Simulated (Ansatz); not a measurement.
# BGeNH6 (SMILES B[NH][GeH3]): CAM-B3LYP/6-31G(d) (spherical functions)

What is the vertical ionisation energy of BGeNH6 at CAM-B3LYP/6-31G* (spherical functions)? 

The results are computed with Ansatz 0.2.0.

69 further runs of the same task are left out: 69 set aside as unsound or not needed.

## 1. The structure to begin with

The species is BGeNH6 (9 atoms), meant as a singlet with charge 0. SMILES: `B[NH][GeH3]`. The shape is that of a PBE0-D4/def2-TZVP optimisation.

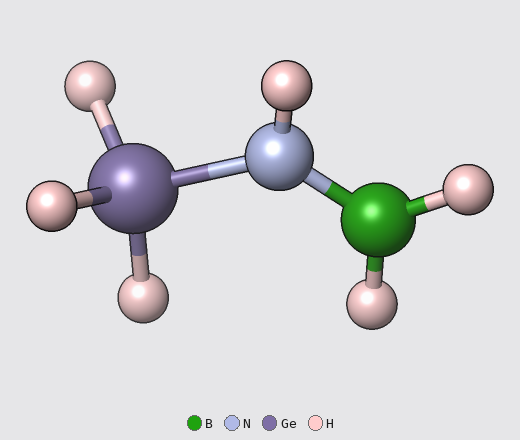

Viewed from a chosen angle; boron green, nitrogen light blue, germanium purple, hydrogen pink.

## 2. A single-point energy at CAM-B3LYP/6-31G(d) (spherical functions)

Contents of input.yaml:

```yaml
crystal:
  periodic: [false, false, false]
  atoms:
    - {symbol: B, position_ang: [-0.874000, 0.629500, -1.162900]}
    - {symbol: N, position_ang: [-0.023300, 0.687100, -0.062700]}
    - {symbol: Ge, position_ang: [0.665200, -0.761400, 0.866600]}
    - {symbol: H, position_ang: [-1.217900, -0.440700, -1.581000]}
    - {symbol: H, position_ang: [-1.249100, 1.647000, -1.674800]}
    - {symbol: H, position_ang: [0.253900, 1.598400, 0.272500]}
    - {symbol: H, position_ang: [2.201600, -0.714800, 0.804900]}
    - {symbol: H, position_ang: [0.114900, -2.015200, 0.184600]}
    - {symbol: H, position_ang: [0.217300, -0.676000, 2.335700]}
basis:
  gaussian:
    orbitals: 6-31G_st_-spherical.json
hamiltonian:
  xc: {name: CAM-B3LYP}
accuracy: high
output: {orbitals: {seedname: orbitals}}
```

The basis set 6-31G* is read from a file made from the Basis Set Exchange's data (not shown).

Launch:

```bash
$ ansatz run input.yaml --threads 1 --pin off --max-ram 3480MiB --events-out events.jsonl --progress --plain --runs-dir runs
```

Output:

```text
Warning: RAYON_NUM_THREADS=1 ignored (pool sized by the plan → 1); use --threads N
Functional definition: CAM-B3LYP
  name "CAM-B3LYP"
  parameter alpha = 0.19
  parameter beta = 0.46
  parameter omega = 0.33/bohr
  parameter ac = 0.81
  exchange = (1 - alpha - beta)*b88_x + beta*b88_x_sr(omega) + alpha*exact_x + beta*exact_x_lr(omega)
  correlation = (1 - ac)*vwn5_c + ac*lyp_c
1655 factors; integrals over basis functions are off by at most 4.5e-9 eV
389 factors; integrals over basis functions are off by at most 2.3e-9 eV
mean field evaluation 1: about -58773.0118 eV, gradient 4.5e1 eV
mean field evaluation 2: about -58770.3806 eV, gradient 5.7e1 eV
mean field evaluation 4: about -58776.9367 eV, gradient 1.6e0 eV
mean field evaluation 8: about -58777.0743 eV, gradient 6.1e-2 eV
mean field evaluation 16: about -58777.0743 eV, gradient 5.6e-6 eV
mean field -58777.07432567 eV, -2160.0176409364 hartree, gradient 2.9e-8 eV, S^2 0.000000; 0 other end points of the search recorded, 0 dependent functions left out
reference -58777.07434616 eV, -2160.0176416896 hartree; 25, 25 occupied and 47, 47 virtual orbitals, 1655 factors
Total energy: -58777.07434616 eV, -2160.0176416896 hartree
```

Run time: 6.3 s. Hardware: 1 thread of Arm Neoverse V2, shared host; peak memory 0.26 GiB.

## 3. The doublet cation at the same level

Contents of molecule.yaml:

```yaml
crystal:
  periodic: [false, false, false]
  atoms:
    - {symbol: B, position_ang: [-0.874000, 0.629500, -1.162900]}
    - {symbol: "N", position_ang: [-0.023300, 0.687100, -0.062700]}
    - {symbol: Ge, position_ang: [0.665200, -0.761400, 0.866600]}
    - {symbol: H, position_ang: [-1.217900, -0.440700, -1.581000]}
    - {symbol: H, position_ang: [-1.249100, 1.647000, -1.674800]}
    - {symbol: H, position_ang: [0.253900, 1.598400, 0.272500]}
    - {symbol: H, position_ang: [2.201600, -0.714800, 0.804900]}
    - {symbol: H, position_ang: [0.114900, -2.015200, 0.184600]}
    - {symbol: H, position_ang: [0.217300, -0.676000, 2.335700]}
basis:
  gaussian:
    orbitals: 6-31G_st_-spherical.json
total_charge: 1
magnetization:
  spin_polarized: true
  initial_magnetization: 1
hamiltonian:
  xc: {name: CAM-B3LYP}
accuracy: high
output: {orbitals: {seedname: orbitals}}
```

The basis set 6-31G* is read from a file made from the Basis Set Exchange's data (not shown).

Launch:

```bash
$ ansatz run molecule.yaml --threads 1 --pin off --max-ram 3480MiB --events-out events.jsonl --progress --plain --runs-dir runs
```

Output, shortened:

```text
Warning: RAYON_NUM_THREADS=1 ignored (pool sized by the plan → 1); use --threads N
[... 2 set-up lines as earlier in the session ...]
[...]
1655 factors; integrals over basis functions are off by at most 4.4e-9 eV
389 factors; integrals over basis functions are off by at most 2.3e-9 eV
[...]
mean field -58766.70797540 eV, -2159.6366845907 hartree, gradient 5.5e-8 eV, S^2 0.758249; 2 other end points of the search recorded, 0 dependent functions left out
reference -58766.70799516 eV, -2159.6366853168 hartree; 25, 24 occupied and 47, 48 virtual orbitals, 1655 factors
Total energy: -58766.70799516 eV, -2159.6366853168 hartree
```

Wall time 16 s (1 thread of Arm Neoverse V2, shared host); peak memory 0.39 GiB.

## 4. Summary of results

At CAM-B3LYP/6-31G* (spherical functions):

```
                                          quantity           value
                      singlet BGeNH6: total energy  -2160.01764 Eh
                       singlet BGeNH6: HOMO energy        -9.44 eV
                       singlet BGeNH6: LUMO energy         1.54 eV
                     singlet BGeNH6: HOMO–LUMO gap        10.98 eV
                      doublet cation: total energy  -2159.63669 Eh
doublet cation: HOMO energy (highest over α and β)       -16.09 eV
 doublet cation: LUMO energy (lowest over α and β)       -11.32 eV
                              doublet cation: ⟨S²⟩           0.758
vertical ionisation energy (to the doublet cation)       10.366 eV
```

The vertical ionisation energy comes to 10.37 eV (239 kcal/mol). The negative HOMO energy of the first species, 9.44 eV, lies 0.92 eV below that difference.
